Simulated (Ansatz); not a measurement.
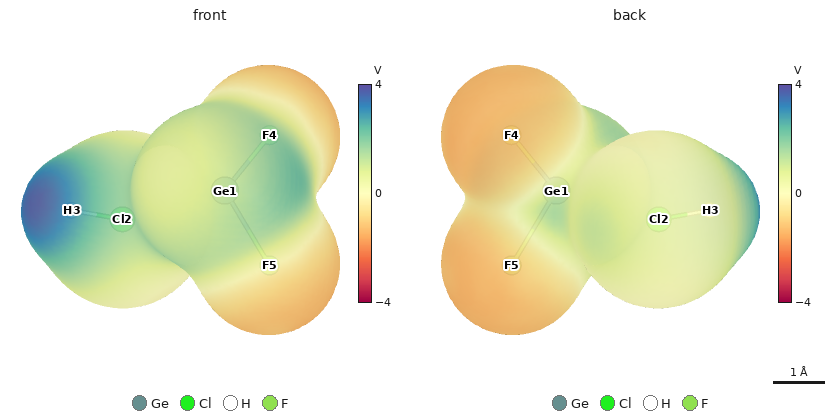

Figure. F2Ge···HCl. The electrostatic potential painted on the density surface at 0.004 e/bohr³, seen from the front and from behind; the colour scale runs from red (negative) to blue (positive).

These are results of Ansatz, RKS PBE-D4/def2-SVP, not measurements.

```xyz
5

Ge   -0.1469    0.0033   -0.9458
Cl    1.4157    0.0127    1.6836
H     2.5642   -0.0134    1.0770
F    -1.1671    1.3364   -0.3715
F    -1.1575   -1.3389   -0.3758
```

**Which sites attract a positive test charge, and which a negative one?**

A positive charge is drawn to the negative regions and a negative charge to the positive ones. The most negative region (about −1.5 V) lies over F4 and F5, the most positive (about +3.7 V) over H3. Cl2 shows a σ-hole: about +1.1 V at the tip opposite its bond, against about +0.3 V on its flanks.
